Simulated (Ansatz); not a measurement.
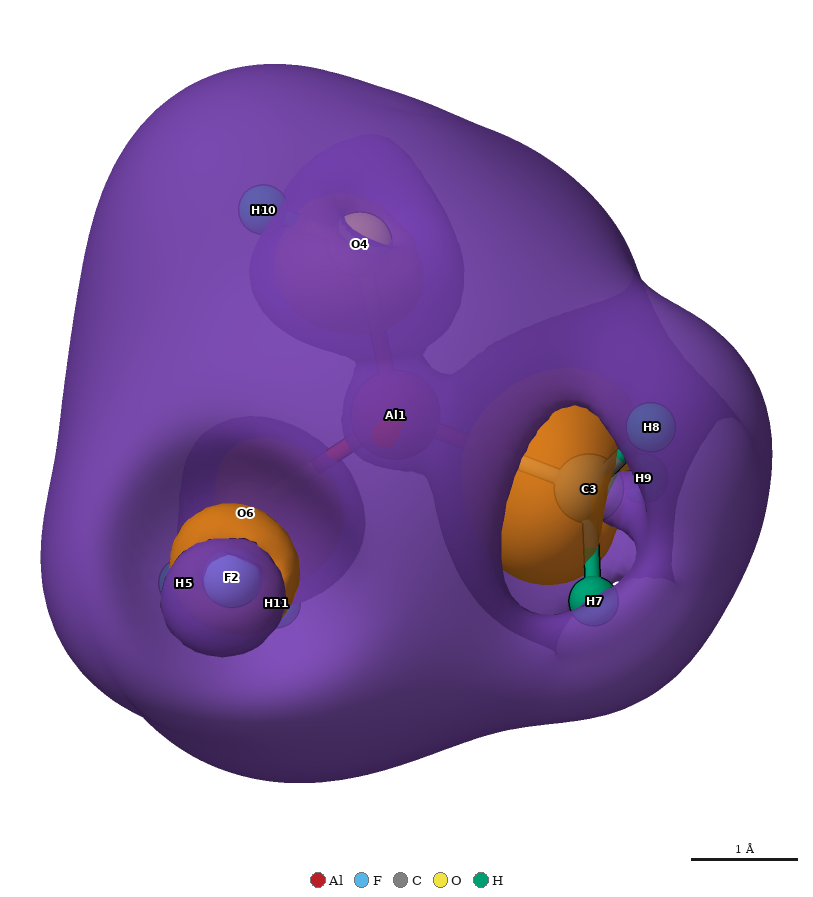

CH5AlO2···HF. One frontier orbital at ±0.04 Å⁻³ᐟ² (orange and purple are the two phases), seen at a tilt.

Not at a stationary point (largest force 1.6 eV/Å).

All numbers below come from RKS PBE/6-31G* in Ansatz 0.2.0.

```xyz
11

Al   -0.5248    0.1575    0.1582
F     2.2006   -0.0540    1.5630
C    -0.1263    0.2820   -1.7550
O    -1.1619    1.5174    1.0053
H     1.6533   -0.7437    1.8475
O    -0.3860   -1.3940    1.1192
H     0.7868   -0.2711   -2.0401
H     0.0243    1.3429   -2.0246
H    -0.9556   -0.1010   -2.3774
H    -1.3812    1.4133    1.9481
H    -0.1292   -2.1496    0.5558
```

> Which orbital is it: HOMO or LUMO?

The LUMO, at −0.88 eV. Its weight (Hirshfeld) is mainly on Al1 (about 40 %), O6 (about 10 %), C3 (about 10 %), H11 (about 10 %) and O4 (about 10 %).
